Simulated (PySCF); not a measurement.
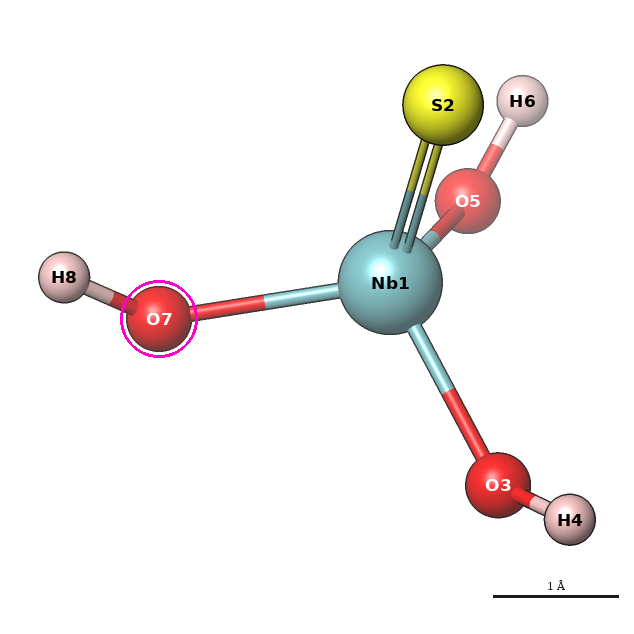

Orthographic view. Distant atoms are faded towards the background colour. Charge 0, singlet. The computed structure is the end point of a PBE0-D3(BJ)/def2-SVP optimisation. No frequency run is at hand to confirm it as a minimum.

**Name the neighbours of the circled atom.**

The circled atom is O7; it is bonded to Nb1, H8.

**Which atom is nearest the viewer?**

S2, 1.6 Å in front of the mean position.

**What is the shortest path along bonds from the circled atom to H6?**

O7–Nb1–O5–H6, 3 bonds; through space the two are 3.87 Å apart.

**Of Nb1 and O5, which is nearer the viewer?**

Nb1; the bond to O5 points away from the viewer, so it looks shorter than its 1.88 Å.
